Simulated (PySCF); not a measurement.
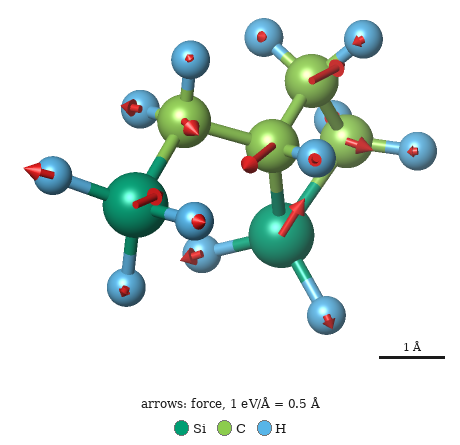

Starting geometry of C4H12Si2 with the computed forces as red arrows. Style: ball-and-stick. Shown from a free direction.

The start comes from GFN2-xTB. Its atoms were then displaced at random by about 0.01 Å.

All numbers below come from PBE0-D3(BJ)/def2-SVP geometry optimisation, gas phase in PySCF. 

Q: What follows when this structure is relaxed?

A: It isn't relaxed: the largest force vector, on a C atom, is 2.36 eV/Å. The final displacements have little in common with the starting forces (cosine between the two patterns 0.11). Over 9 geometry steps the energy falls by 6.06 kcal/mol. The atom that moves furthest after the best rigid fit is an H atom (0.45 Å). By element the largest moves are H 0.45 Å, C 0.18 Å, Si 0.08 Å. Among the contacts that change: C–C 1.496 → 1.555 Å, H–Si 1.443 → 1.496 Å, C–Si 1.915 → 1.885 Å, H–Si 1.470 → 1.497 Å. Among the angles between lasting bonds that change: C–C–Si 91.7° → 85.9°, Si–C–H 111.5° → 106.7°, C–C–H 113.3° → 108.9°. Cost: 3.2 min on 1 thread of Intel(R) Xeon(R) Processor @ 2.50GHz (shared host).
